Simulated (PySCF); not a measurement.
**Ways to converge the SCF of InSi⁺ (triplet)**

The same problem is solved with other solver options, one edit a run.

Method: method and basis as typed in the scripts; program: PySCF 2.14.0.

7 further runs of the same task are left out: 1 for a known fault of the program, 6 that didn't finish.

## Step 1: Where the work starts

InSi⁺ (triplet): 2 atoms, charge 1, spin multiplicity 3.

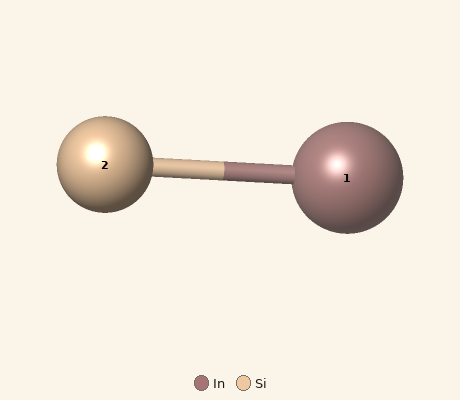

As it starts; indium brown, silicon light orange; atoms are numbered from 1 in the order of the file.

## Step 2: The base run

File input.py:

```python
from pyscf import gto, scf, mp

mol = gto.M(
    atom='In 0 0 0; Si 0 0 2.605',
    basis='lanl2dz',
    ecp={'In': 'lanl2dz', 'Si': 'lanl2dz'},
    charge=1,
    spin=2,
    verbose=3,
)
mf = scf.UHF(mol)
mf.kernel()
mp.MP2(mf).kernel()
mf.dip_moment()
print('orbital energies (hartree):', [e[max(0, n-3):n+3].round(4) for e, n in zip(mf.mo_energy, mol.nelec)])
```

Started as:

```sh
> OMP_NUM_THREADS=1 python input.py
```

Its log is not repeated here.

It gives: E(SCF) = -5.251061 Eh, E(MP2) − E(SCF) = -0.03140 Eh, ⟨S²⟩ = 2.350.

⟨S²⟩ = 2.35 against 2.00 for a pure state: the determinant is spin-contaminated. The bond length is a typed value, not an optimised one. The dipole of an ion depends on the origin. The triplet is typed in the script; nothing here shows that it is the ground state.

## Step 3: Initial guess random

Edit 1 changes initial guess: minao → random.

input.py, as its differences from that of step 2:

```diff
@@ -11,2 +11,3 @@
 mf = scf.UHF(mol)
+mf.init_guess = 'random'
 mf.kernel()
```

Started as:

```sh
> OMP_NUM_THREADS=1 python input.py
```

The log of the run:

```text
WARN: HOMO 0.0331762404587465 >= LUMO 0.0331762404587461

converged SCF energy = -5.25106069191179  <S^2> = 2.350297  2S+1 = 3.2250873
E(UMP2) = -5.28246427943789  E_corr = -0.031403587526109
E(SCS-UMP2) = -5.28417315433905  E_corr = -0.0331124624272689

WARN: System has nonzero charge 1; the dipole moment is origin-dependent.
Location of origin: [0. 0. 0.]

Dipole moment(X, Y, Z, Debye): -0.00000,  0.00000,  2.23691
orbital energies (hartree): [array([-0.6143, -0.5068, -0.5068, -0.2423, -0.1666, -0.1666]), array([-0.7281, -0.5732, -0.1988, -0.1973, -0.1973])]
```

It took 0.64 s on 1 thread of Arm Neoverse V2, shared host.

This run: E(SCF) = -5.251061 Eh (no change), E(MP2) − E(SCF) = -0.03140 Eh, ⟨S²⟩ = 2.350.

## Step 4: Smearing width 0.001 hartree

Edit 2 changes smearing width: none → 0.001 hartree; step after the SCF: mp2 → none.

input.py, as its differences from that of step 2:

```diff
@@ -1,2 +1,2 @@
-from pyscf import gto, scf, mp
+from pyscf import gto, scf
 
@@ -11,4 +11,4 @@
 mf = scf.UHF(mol)
+mf = scf.addons.smearing_(mf, sigma=0.001, method='fermi')
 mf.kernel()
-mp.MP2(mf).kernel()
 mf.dip_moment()
```

Started as:

```sh
> OMP_NUM_THREADS=1 python input.py
```

The log of the run:

```text
converged SCF energy = -5.07452006264541  <S^2> = -8.8817842e-16  2S+1 = 1

WARN: System has nonzero charge 1; the dipole moment is origin-dependent.
Location of origin: [0. 0. 0.]

Dipole moment(X, Y, Z, Debye):  0.00000, -0.00000,  3.02393
orbital energies (hartree): [array([-0.5931, -0.3413, -0.3413, -0.2517, -0.1539, -0.1539]), array([-0.8146, -0.5931, -0.3413, -0.3413, -0.2517])]
```

Run time: 0.62 s. Hardware: 1 thread of Arm Neoverse V2, shared host.

This run: E(SCF) = -5.074520 Eh, ⟨S²⟩ = 0.000.

Smearing with one chemical potential does not keep the typed spin. The energy is that at the smeared occupations, without the entropy term. Smearing with one chemical potential need not keep the typed spin, and ⟨S²⟩ has no meaning at fractional occupations. Both spins end with the same levels: the smearing has lost the typed open shell.

## Step 5: Second-order solver on

Edit 3 changes second-order solver: off → on.

input.py, as its differences from that of step 2:

```diff
@@ -11,2 +11,3 @@
 mf = scf.UHF(mol)
+mf = mf.newton()
 mf.kernel()
```

Started as:

```sh
> OMP_NUM_THREADS=1 python input.py
```

The log of the run:

```text
WARN: HOMO 0.0331762404587465 >= LUMO 0.0331762404587461

converged SCF energy = -5.25106069279204  <S^2> = 2.3504134  2S+1 = 3.2251595
E(UMP2) = -5.28246189754712  E_corr = -0.0314012047550834
E(SCS-UMP2) = -5.28417034228511  E_corr = -0.0331096494930738

WARN: System has nonzero charge 1; the dipole moment is origin-dependent.
Location of origin: [0. 0. 0.]

Dipole moment(X, Y, Z, Debye):  0.00000, -0.00000,  2.23691
orbital energies (hartree): [array([-0.6143, -0.5068, -0.5068, -0.2423, -0.1666, -0.1666]), array([-0.7281, -0.5732, -0.1988, -0.1973, -0.1973])]
```

It took 0.68 s on 1 thread of Arm Neoverse V2, shared host.

Result: E(SCF) = -5.251061 Eh (no change), E(MP2) − E(SCF) = -0.03140 Eh, ⟨S²⟩ = 2.350.

## Step 6: Damping 0.95

Edit 4 changes damping: none → 0.95.

input.py, as its differences from that of step 2:

```diff
@@ -11,2 +11,4 @@
 mf = scf.UHF(mol)
+mf.damp = 0.95
+mf.diis_start_cycle = 8
 mf.kernel()
```

Started as:

```sh
> OMP_NUM_THREADS=1 python input.py
```

The log of the run:

```text
WARN: HOMO 0.0331762404587465 >= LUMO 0.0331762404587461

converged SCF energy = -5.25106069286236  <S^2> = 2.3504518  2S+1 = 3.2251833
E(UMP2) = -5.28246091747369  E_corr = -0.0314002246113269
E(SCS-UMP2) = -5.2841692682687  E_corr = -0.0331085754063452

WARN: System has nonzero charge 1; the dipole moment is origin-dependent.
Location of origin: [0. 0. 0.]

Dipole moment(X, Y, Z, Debye): -0.00000,  0.00000,  2.23690
orbital energies (hartree): [array([-0.6143, -0.5068, -0.5068, -0.2423, -0.1666, -0.1666]), array([-0.7281, -0.5732, -0.1988, -0.1973, -0.1973])]
```

Wall time 0.85 s (1 thread of Arm Neoverse V2, shared host).

This run: E(SCF) = -5.251061 Eh (no change), E(MP2) − E(SCF) = -0.03140 Eh, ⟨S²⟩ = 2.350.

The script also starts DIIS later, which adds to the count of cycles.

## Step 7: Side by side

```
                         run  E(SCF) (hartree)  from base (eV)              after the SCF
                        base         -5.251061               0  MP2 correlation -0.855 eV
        initial guess random         -5.251061          0.0000  MP2 correlation -0.855 eV
smearing width 0.001 hartree         -5.074520  not comparable                        n/a
      second-order solver on         -5.251061          0.0000  MP2 correlation -0.854 eV
                damping 0.95         -5.251061          0.0000  MP2 correlation -0.854 eV
```

Wall time on 1 thread of Arm Neoverse V2, shared host, start-up included: base 0.84 s; initial guess random 0.64 s; smearing width 0.001 hartree 0.62 s; second-order solver on 0.68 s; damping 0.95 0.85 s.

In words: The SCF energy stays the same, to the digits that matter, with initial guess random or second-order solver on or damping 0.95. PySCF falls back to minao for a guess that it doesn't know or can't read, so that run repeats the base.
